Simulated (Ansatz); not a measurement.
## Electronic structure of C4H5Ga in real space

Input

```
crystal:
  periodic: [false, false, false]
  atoms:
    - {symbol: C, position_ang: [0.493458, -1.155765, -0.162593]}
    - {symbol: C, position_ang: [-0.652466, -0.454836, -0.077104]}
    - {symbol: C, position_ang: [1.837757, 0.902448, 0.039521]}
    - {symbol: C, position_ang: [1.813901, -0.436037, -0.100709]}
    - {symbol: Ga, position_ang: [-0.073815, 1.435102, 0.115326]}
    - {symbol: H, position_ang: [0.521620, -2.241345, -0.276808]}
    - {symbol: H, position_ang: [-1.619843, -0.945539, -0.118559]}
    - {symbol: H, position_ang: [-0.828780, 2.806748, 0.267279]}
    - {symbol: H, position_ang: [2.774161, 1.449432, 0.087192]}
    - {symbol: H, position_ang: [2.717781, -1.044292, -0.173958]}
basis:
  gaussian:
    orbitals: def2-TZVPD
hamiltonian:
  xc: pbe0
output: {forces: true, orbitals: {seedname: orbitals}}
```

Launched as:

```sh
ansatz run input.yaml --threads 2 --pin off --max-ram 4350MiB --events-out events.jsonl --progress --plain --runs-dir runs
```

Geometry: B3LYP/6-31G*.

Computed with isolated molecule in a Gaussian basis; Kohn-Sham density functional theory, functional PBE0 (Ansatz).

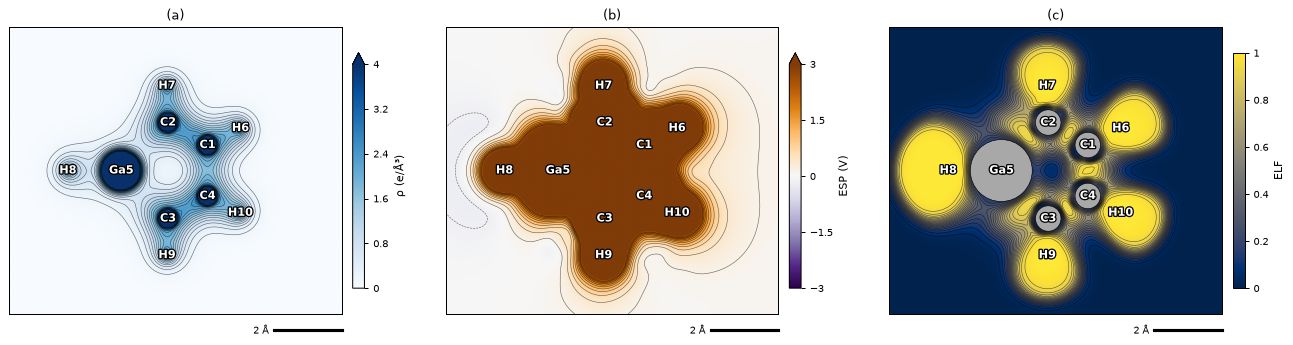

Figure 1. (a) electron density; (b) electrostatic potential; (c) ELF on the molecular plane. Grey discs cover the atomic cores in the ELF map.

What do the fields say about this system?

Answer. The section cuts through C, Ga and H sites. C–C (1.35 Å): ρ at the midpoint is about 2.3 e/Å³; the ELF peaks at about 0.90 between the atoms; localised, covalent bonding. C–Ga (1.99 Å): ρ is about 0.75 e/Å³ halfway; the ELF peaks at about 0.90 in the valence shell of C, 0.6 Å from its nucleus, and is about 0.50 at the midpoint. C–H (1.09 Å): ρ at the midpoint is about 2 e/Å³; the ELF climbs to about 1 towards the hydrogen, as it does in any bond to H (an ordinary covalent bond to hydrogen). C–C (1.51 Å): the density is about 1.7 e/Å³ at the midpoint; the ELF peaks at about 0.95 between the atoms: a covalent bond. Ga–H (1.57 Å): ρ is about 0.99 e/Å³ halfway; the ELF climbs to about 1 towards the hydrogen. The potential has no marked negative region in this plane.

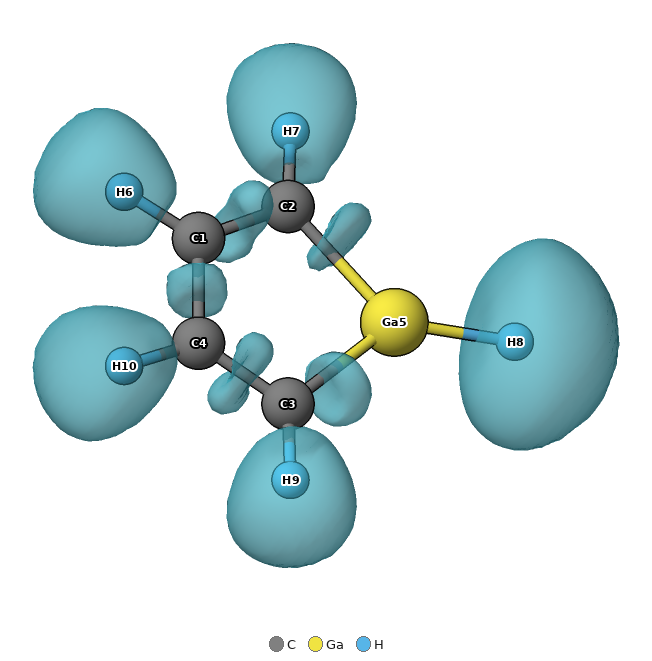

Figure 2. Isosurface of the ELF at 0.85 (cyan), seen at a tilt. Core shells and regions of very low density are left out.

Where are the electrons localised?

Answer. The ELF exceeds this value in three regions between bonded C–C atoms (shared pairs), five regions around hydrogen nuclei and two lobes of the valence shell of C pointing towards Ga (polar bonds).

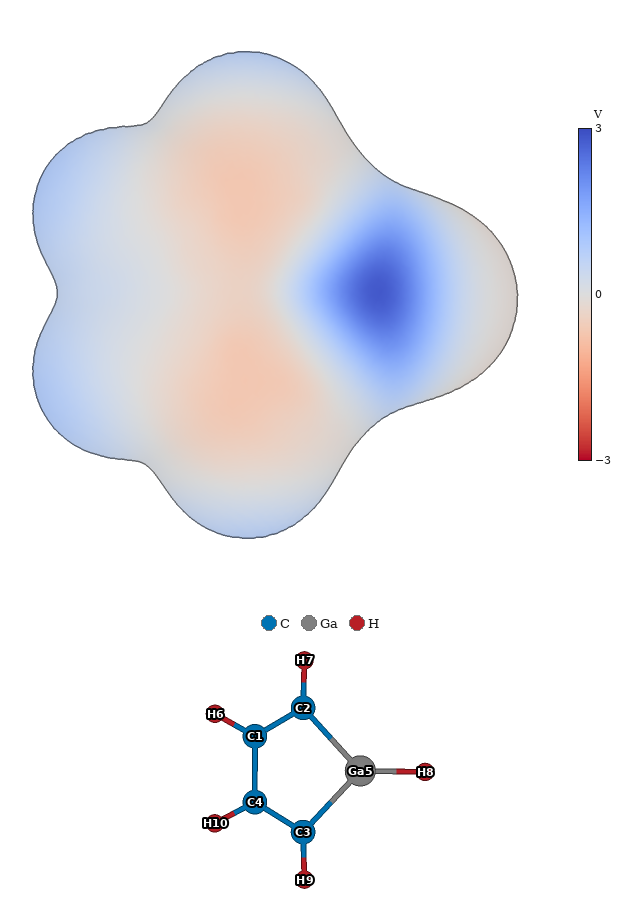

Figure 3. The molecular electrostatic potential painted on the density surface at 0.002 e/bohr³, seen at a tilt; the colour scale runs from red (negative) to blue (positive). The bare structure is drawn below in the same view.

Where is the surface potential most negative and most positive?

Answer. The most negative region (about −0.7 V) lies over the π face of C1, C2, C3 and C4, the most positive (about +2.7 V) over Ga5.

How polar is the molecule by this calculation?

Answer. Its dipole moment is 0.12 D.

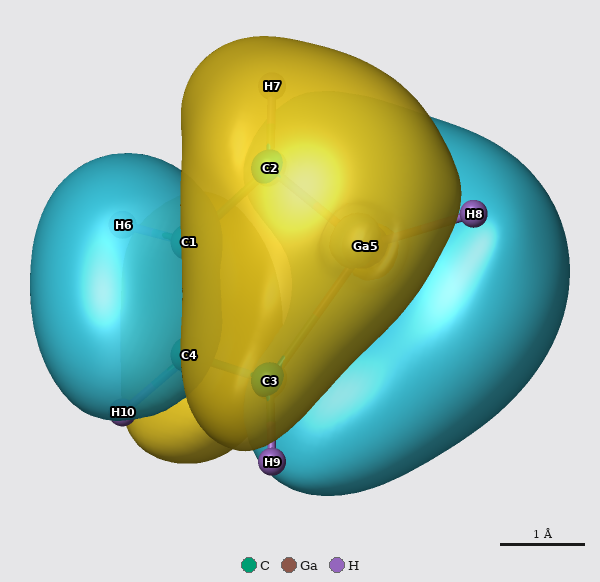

Figure 4. The LUMO at ±0.05 Å⁻³ᐟ² (yellow and cyan are the two phases), seen at a tilt.

Where does this orbital lie, and at what energy?

Answer. It lies mainly on Ga5 (about 45 %), C1 (about 10 %), C4 (about 10 %), C2 (about 10 %) and C3 (about 10 %); it changes sign across the molecular plane (π type); π-bonding across C1–C4; π-antibonding (a node) across C1–C2 and C3–C4. Its energy is −2.31 eV.
